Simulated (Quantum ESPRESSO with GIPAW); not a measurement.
## 17O and 25Mg NMR of MgO (Periclase), calculated

Wanted: NMR shieldings for each site of MgO (Periclase).

Calculated with Quantum ESPRESSO with GIPAW 8.0dev (patched build); DFT, PBE, plane-wave PAW (pslibrary 1.0.0 recipes), scalar-relativistic, GIPAW; a patched development version of the program.

The database entry behind the starting cell differs from later determinations by our own check (about 0.1 % long), so it need not match the best structure at ambient conditions.

**1. The structure**

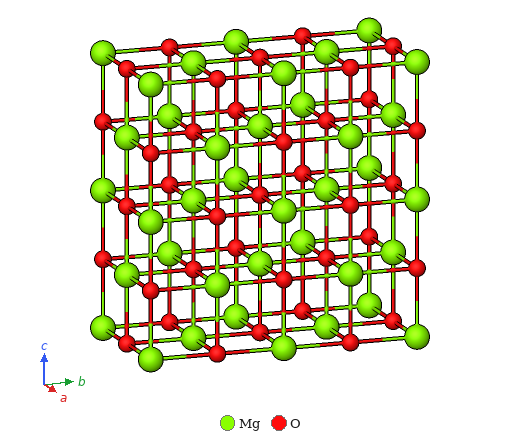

The starting structure, seen slightly off an axis (magnesium green, oxygen red). 1×2×2 cells are drawn. This picture shows the conventional cell, with its axes. Some periodic images of atoms are drawn too.

The cell is an entry of the Crystallography Open Database; it need not be the form that is stable at ambient conditions.

**2. Self-consistent run**

First the ground state. The response equations take the occupied wavefunctions as exact, so conv_thr is set much tighter than for an energy. No empty states are asked for: the response is solved without them. The mesh has a spacing of 0.37 Å⁻¹ at most. The PAW files were made with ld1.x from the pslibrary 1.0.0 recipes, with GIPAW reconstruction switched on.

File scf.in:

```
&control
  calculation = 'scf'
  prefix = 'x'
  outdir = './tmp/'
  pseudo_dir = './'
/
&system
  ibrav = 0
  nat = 2
  ntyp = 2
  ecutwfc = 65
  ecutrho = 390
  nbnd = 8
/
&electrons
  conv_thr = 1.0d-10
  mixing_beta = 0.7
  electron_maxstep = 100
/
ATOMIC_SPECIES
  Mg 24.305 Mg.pbe-spnl-kjpaw_psl.1.0.0-gipaw.UPF
  O 15.999 O.pbe-n-kjpaw_psl.1.0.0-gipaw.UPF
CELL_PARAMETERS angstrom
  0.00000000 2.10850000 2.10850000
  2.10850000 0.00000000 2.10850000
  2.10850000 2.10850000 0.00000000
ATOMIC_POSITIONS crystal
  Mg 0.00000000 0.00000000 0.00000000
  O 0.50000000 0.50000000 0.50000000
K_POINTS automatic
  7 7 7 1 1 1
```

On the command line:

```console
pw.x -in scf.in > scf.out
```

The program printed:

```text
using ibrav=0 with symmetry is DISCOURAGED, use correct ibrav instead

     bravais-lattice index     =            0
     lattice parameter (alat)  =       5.6349  a.u.
     unit-cell volume          =     126.5166 (a.u.)^3
     number of atoms/cell      =            2
     number of atomic types    =            2
     number of electrons       =        16.00
     number of Kohn-Sham states=            8
     kinetic-energy cutoff     =      65.0000  Ry
     charge density cutoff     =     390.0000  Ry
     scf convergence threshold =      1.0E-10
     mixing beta               =       0.7000
     number of iterations used =            8  plain     mixing
     Exchange-correlation= SLA-PW-PBX-PBC
                           (   1   4   3   4   0   0   0)
[...]
Mg               10.00    24.30500     Mg( 1.00)
     O                 6.00    15.99900     O ( 1.00)

     48 Sym. Ops., with inversion, found
[...]
number of k points=    44
[...]
Dense  grid:    16457 G-vectors     FFT dimensions: (  36,  36,  36)

     Smooth grid:     8873 G-vectors     FFT dimensions: (  30,  30,  30)

     Check: negative core charge=   -0.000025

     Initial potential from superposition of free atoms

     starting charge      15.9991, renormalised to      16.0000
     Starting wfcs are    9 randomized atomic wfcs

     Self-consistent Calculation

     iteration #  1     ecut=    65.00 Ry     beta= 0.70
     Davidson diagonalization with overlap
     ethr =  1.00E-02,  avg # of iterations =  1.3

     total energy              =    -182.91297271 Ry
     estimated scf accuracy    <       0.61003480 Ry

     iteration #  2     ecut=    65.00 Ry     beta= 0.70
     Davidson diagonalization with overlap
     ethr =  3.81E-03,  avg # of iterations =  4.3

     total energy              =    -183.19749468 Ry
     estimated scf accuracy    <       0.76874365 Ry

     iteration #  3     ecut=    65.00 Ry     beta= 0.70
     Davidson diagonalization with overlap
     ethr =  3.81E-03,  avg # of iterations =  2.0

     total energy              =    -183.13493204 Ry
     estimated scf accuracy    <       0.16525695 Ry

[...]
total energy              =    -183.31360842 Ry
[...]
iteration # 40     ecut=    65.00 Ry     beta= 0.70
     Davidson diagonalization with overlap
     ethr =  1.23E-12,  avg # of iterations =  5.3

     total energy              =    -183.31360842 Ry
     estimated scf accuracy    <          2.5E-10 Ry

     iteration # 41     ecut=    65.00 Ry     beta= 0.70
     Davidson diagonalization with overlap
     ethr =  1.23E-12,  avg # of iterations =  2.0

     End of self-consistent calculation
     [one-electron energies left out]

!    total energy              =    -183.31360842 Ry
     total all-electron energy =      -551.430768 Ry
     estimated scf accuracy    <          6.7E-11 Ry

     The total energy is the sum of the following terms:
     one-electron contribution =     -88.24144829 Ry
     hartree contribution      =      49.43095274 Ry
     xc contribution           =     -25.31114018 Ry
     ewald contribution        =     -94.65573450 Ry
     one-center paw contrib.   =     -24.53623818 Ry

     convergence has been achieved in  41 iterations
[...]
JOB DONE.
```

Run time: 53 s. Hardware: 1 thread of Intel Xeon at 2.80GHz (Skylake/Cascade Lake), shared host.

It converged in 41 cycles to an estimated accuracy of 7e-11 Ry, on 44 irreducible k-points.

**3. Shieldings**

A uniform field breaks periodicity, so gipaw.x applies it as a wave of small q and takes the limit. It solves for the first-order states, builds the induced current and gets the field at each nucleus by Biot–Savart; the PAW spheres add what the smooth waves miss near the nuclei. pawproj makes the reconstruction use the PAW data sets' own projectors.

File nmr.in:

```
&inputgipaw
  job = 'nmr'
  prefix = 'x'
  tmp_dir = './tmp/'
  restart_mode = 'from_scratch'
  verbosity = 'low'
  q_gipaw = 0.01
  spline_ps = .true.
  conv_threshold = 1.0d-14
  use_nmr_macroscopic_shape = .true.
  pawproj(1) = .true.
  pawproj(2) = .true.
/
```

On the command line:

```console
gipaw.x -in nmr.in > nmr.out
```

The program printed:

```text
[banner, memory and clock lines left out]
[a note of our patched build left out]

     Parallelizing q-star over 1 images

     IMPORTANT: XC functional enforced from input :
     Exchange-correlation= PBE
                           (   1   4   3   4   0   0   0)
     Any further DFT definition will be discarded
     Please, verify this is what you really want

     Check: negative core charge=   -0.000025
[...]
alpha_pv=    144.5625 eV

     spline_ps is .false., expect some extrapolation errors

     q-space interpolation up to    78.00 Rydberg

     GIPAW job: nmr
     NMR macroscopic correction: yes
             0.6667          0.0000          0.0000
             0.0000          0.6667          0.0000
             0.0000          0.0000          0.6667
[...]
Computing the magnetic susceptibility     isolve=0    ethr=  0.1000E-13
     Starting from scratch
     k-point #    1 of    44      pool #  1    cpu time:       2.6
[...]
cdiaghg: 4 of 22 basis vectors are nearly dependent and left out; further cases are not reported
     cdiaghg: 4 of 22 basis vectors are nearly dependent and left out; further cases are not reported
[...]
End of magnetic susceptibility calculation

     f-sum rule (1st term):
           -11.8290         -0.0000          0.0000
             0.0000        -11.8290         -0.0000
             0.0000         -0.0000        -11.8290

     f-sum rule (2nd term):
            -0.2967          0.0000         -0.0000
            -0.0000         -0.2967         -0.0000
            -0.0000         -0.0000         -0.2967

     f-sum rule (should be   -12.1257):
           -12.1257         -0.0000          0.0000
            -0.0000        -12.1257         -0.0000
            -0.0000         -0.0000        -12.1257

[... susceptibilities left out ...]
     Contributions to the NMR chemical shifts: -------------------------------

     Macroscopic shape contribution in ppm:                   11.34
            11.3418         -0.0000          0.0000
             0.0000         11.3418          0.0000
            -0.0000          0.0000         11.3418

     Core contribution in ppm:

     Atom  1  Mg  pos: (  0.000000  0.000000  0.000000)  core sigma:         412.82
     Atom  2  O   pos: (  0.707107  0.707107  0.707107)  core sigma:         271.07

     Bare contribution in ppm:

     Atom  1  Mg  pos: (  0.000000  0.000000  0.000000)  bare sigma:          90.90
[...]
Atom  2  O   pos: (  0.707107  0.707107  0.707107)  bare sigma:          50.86
[...]
Diamagnetic contribution in ppm:

     Atom  1  Mg  pos: (  0.000000  0.000000  0.000000)  dia sigma:         169.11
[...]
Atom  2  O   pos: (  0.707107  0.707107  0.707107)  dia sigma:          17.64
[...]
Paramagnetic contribution in ppm:

     Atom  1  Mg  pos: (  0.000000  0.000000  0.000000)  para sigma:         218.58
[...]
Atom  2  O   pos: (  0.707107  0.707107  0.707107)  para sigma:          62.05
[...]
Paramagnetic US occ-occ contribution in ppm:

     Atom  1  Mg  pos: (  0.000000  0.000000  0.000000)  para_oo sigma:          -1.06
[...]
Atom  2  O   pos: (  0.707107  0.707107  0.707107)  para_oo sigma:          -2.18
[...]
Paramagnetic US L_R Q_R contribution in ppm:

     Atom  1  Mg  pos: (  0.000000  0.000000  0.000000)  para_lq sigma:        -360.27
[...]
Atom  2  O   pos: (  0.707107  0.707107  0.707107)  para_lq sigma:        -210.26
[...]
Total NMR chemical shifts in ppm: ---------------------------------------
     (adopting the Simpson convention for anisotropy and asymmetry)-----------

     Atom  1  Mg  pos: (  0.000000  0.000000  0.000000)  Total sigma:         541.42
           541.4180         -0.0000         -0.0000
            -0.0000        541.4180         -0.0000
            -0.0000         -0.0000        541.4180

     Mg      1    anisotropy:      0.00    eta:    0.0000
[...]
Atom  2  O   pos: (  0.707107  0.707107  0.707107)  Total sigma:         200.53
           200.5319         -0.0000          0.0000
            -0.0000        200.5319         -0.0000
             0.0000         -0.0000        200.5319

     O       2    anisotropy:      0.00    eta:    0.0000
[...]
```

It took 5.9 min on 1 thread.

The f-sum rule is met to 0 of 12.1 (0 %). Converged shieldings require that this miss be small, but a small miss does not prove them.

From the symmetric part of each tensor, with principal values σ11 ≤ σ22 ≤ σ33: σ_iso is their mean, the span is σ33 − σ11 and the skew 3(σ_iso − σ22)/span. (gipaw.x prints an anisotropy in another convention.)

```
site  atom no.  atoms in cell  σ_iso (ppm)  span (ppm)  skew
  Mg         1              1        530.1         0.0     -
   O         2              1        189.2         0.0     -
```

The printed totals hold a macroscopic shape term of 11.3 ppm, which is taken off the shieldings here and below (some reference lines add a sphere's term back, as they say). It is the term of a spherical sample, from the valence susceptibility, a rough estimate, since the susceptibility converges slowly and lacks part of the PAW terms. Differences within the crystal don't depend on it, but shieldings of different compounds can't be compared to better than a few ppm without it.

Mg and O sit on cubic site symmetry, where the tensor must be isotropic.

How the isotropic values are made up (ppm). The core part is that of the free atom's core; bare is the current of the smooth valence states; the last two are what the PAW spheres add to the diamagnetic and the paramagnetic current:

```
site   core  bare  reconstruction, dia  reconstruction, para
  Mg  412.8  90.9                169.1                -142.8
   O  271.1  50.9                 17.6                -150.4
```

**4. NMR parameters by site**

Covalently bonded atoms count as neighbours within 1.18 times the sum of their radii. Otherwise a cation's neighbours lie within 1.2 times its shortest bond (1.3 for large cations, each anion's radius taken off where they differ), and an anion's are the cations that count it.

```
site  atom no.  atoms in cell  surroundings  bonds (Å)  σ_iso (ppm)
  Mg         1              1          MgO6      2.108        530.1
   O         2              1  bound to Mg6      2.108        189.2
```

**5. Results**

```yaml
17o_shielding_without_shape_term: 189.2 ppm
25mg_shielding_without_shape_term: 530.1 ppm
```

In words: 17O has one site (bound to Mg6), with isotropic shielding 189.2 ppm (shape term left out). A shift needs a reference, δ = σ_ref − σ, fixed on measured compounds; for 17O of this kind at this level too few were at hand, or they scattered too widely about a line, so none is given. No sound run at another cutoff or mesh is at hand, so convergence rests on the f-sum rule and on experience with these files. This build of gipaw.x prints that it is not audited and that its numbers are no references by themselves. It also reports spline_ps as false although the input sets it; why was not traced.

[Banner, clock, file and message-heading lines were taken out of the pw.x and gipaw.x logs.]

[Logs are printed without paths, hosts, clocks, repeated set-up lines and the standing remarks that a program may print on its own settings, such as how far it seeks lower states.]

[Hosts, paths, dates, database ids (printed as entryN), source tags and the programs' standing remarks are cut or masked in the printed files.]

[Where no reference line passes its bar on scatter, no shift is given, so a measured shift of this compound may stand uncompared.]
